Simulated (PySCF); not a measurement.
Input

```
{"job": {"kind": "nmr", "xc": "PBE0", "basis": "pcSseg-1"}, "charge": 0, "multiplicity": 1}
C     -1.273006     0.254172    -2.109754
S     -2.613612    -0.409003    -1.057279
Si    -1.595569    -1.163822     0.633035
C     -0.490677    -0.063683     1.801478
C     -0.459209     1.347683     1.507358
O     -0.314879     1.854794     0.414556
C      0.261638    -1.079318     0.894684
O      1.070261    -0.596826    -0.106164
Si     2.522931     0.132465    -0.020990
H     -1.763756     0.705078    -2.965540
H     -0.627306    -0.557454    -2.425189
H     -0.717992     0.998634    -1.549224
H     -2.393871    -2.138578     1.340656
H     -0.460228    -0.305480     2.856208
H     -0.633942     1.989441     2.396223
H      0.754266    -1.850089     1.486733
H      2.734360     0.320503    -1.446305
H      2.507919     1.359470     0.770975
H      3.482868    -0.788738     0.601404
```

Command:

```sh
OMP_NUM_THREADS=1 python probes_run.py task.json out
```

Geometry: GFN2-xTB.

Theory: PBE0/pcSseg-1, SCF density, gas phase, non-relativistic (PySCF).

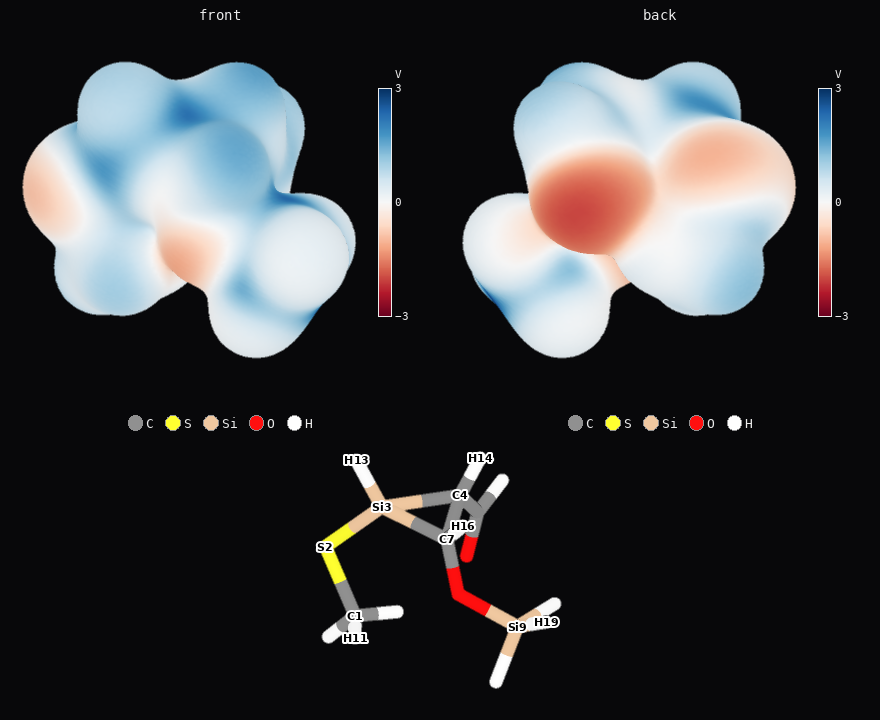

C4H10O2SSi2. The electrostatic potential painted on the density surface at 0.004 e/bohr³, seen from the front and from behind; the colour scale runs from red (negative) to blue (positive). The bare structure is drawn below in the same view.

Which sites attract a positive test charge, and which a negative one?

Answer. A positive charge is drawn to the negative regions and a negative charge to the positive ones. The most negative region (about −2.0 V) lies over O6, the most positive (about +2.4 V) over Si9. O6 is the likeliest acceptor of a hydrogen bond.

What dipole moment does the calculation give?

Answer. Its dipole moment is 2.51 D.
